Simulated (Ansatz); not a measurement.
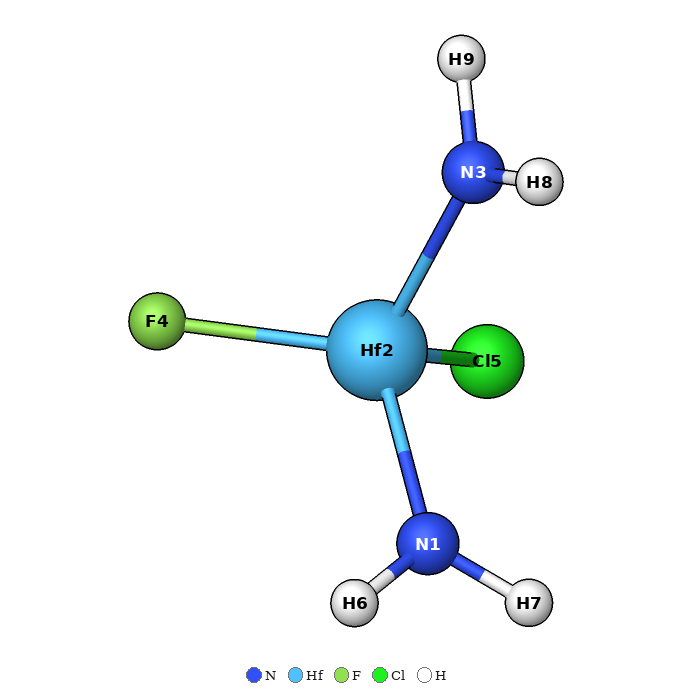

The species is neutral and a spin singlet. Harmonic vibrations computed with RKS PBE0-D4/def2-TZVP, core potentials on Hf (Ansatz 0.2.0) at a stationary point of the same level.

Q: How many imaginary frequencies does it have?

A: A minimum: no imaginary frequency, and the lowest mode lies at 93 cm⁻¹.

Q: How many vibrational modes are there, and where do they lie?

A: 21 modes: 93, 124, 132, 147, 163, 214, 255, 363, 459, 472, 502, 513, 630, 638, 655, 1543, 1545, 3561, 3568, 3651, 3660 cm⁻¹.
